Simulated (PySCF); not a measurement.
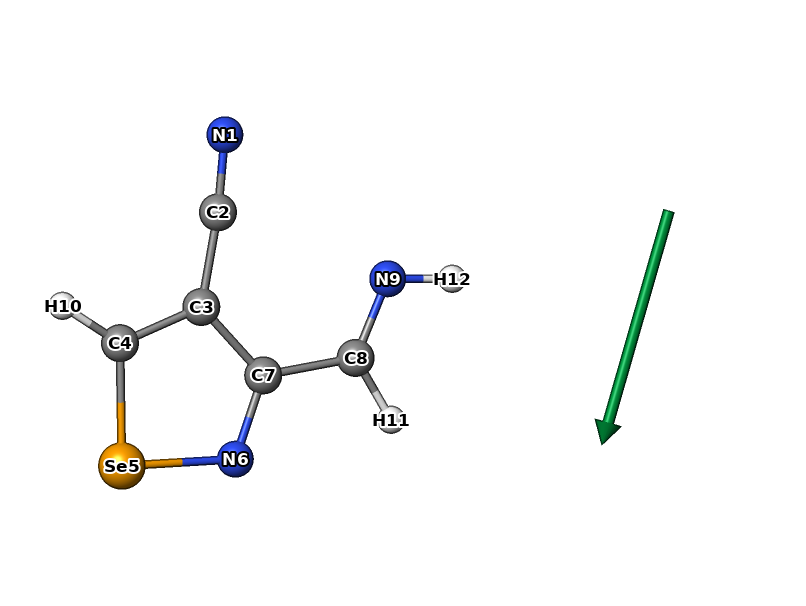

The arrow beside the molecule shows the direction of the dipole moment, from the negative to the positive end (its length means nothing). Computed geometry: PBE0-D3(BJ)/def2-SVP optimisation. No frequency run is at hand to confirm it as a minimum. Method: B3LYP/def2-SVPD, gas phase (PySCF 2.14.0).

Q: Estimate the dipole moment.

A: 4.26 D; it points from the side of N1 to the side of Se5 (the outermost atoms at the two ends).
